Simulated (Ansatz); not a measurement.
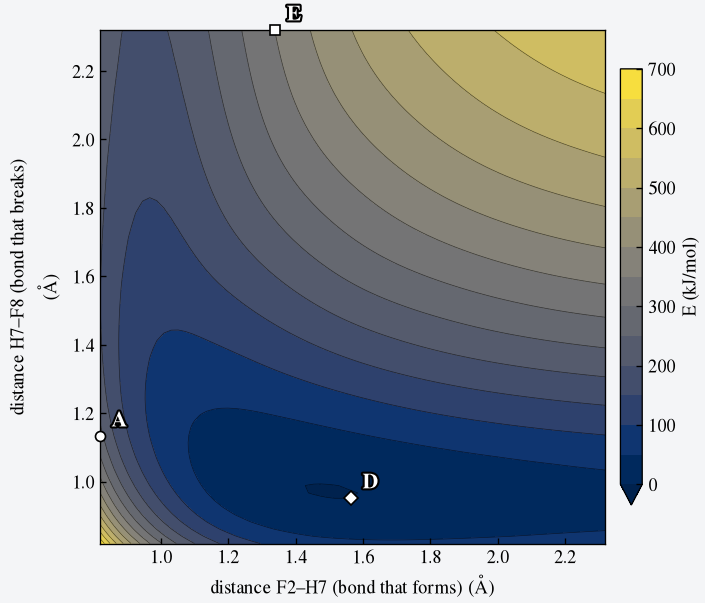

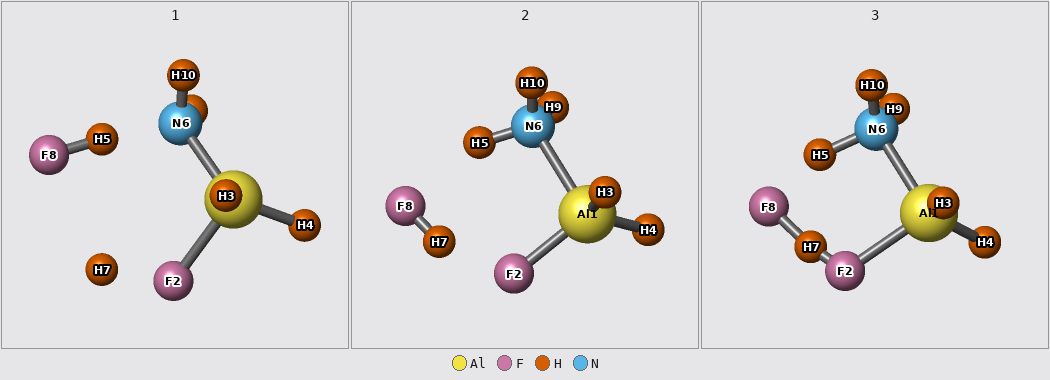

The reacting system AlF2H6N. 
- Coordinates scanned: (1) distance F2–H7 (bond that forms); (2) distance H7–F8 (bond that breaks).
- Relaxed at each point: all other coordinates.
- The grid has 8 × 8 points.
- Points are written as (first, second).
- All energies are given in kJ/mol relative to the lowest grid point.
- The reference is spin-restricted, so regions where a bond is pulled apart into radicals lie too high.
- The calculation used RKS r2SCAN-D4/def2-SVP (Ansatz).

The picture shows filled contours, lettered points. Between grid points the surface is interpolated. The numbered pictures are the structures at these points, in random order.

Which structure belongs to which point?

A is structure 3: (0.819 Å, 1.132 Å), 267 kJ/mol; D is structure 2: (1.564 Å, 0.951 Å), 0 kJ/mol; E is structure 1: (1.339 Å, 2.319 Å), 351 kJ/mol.
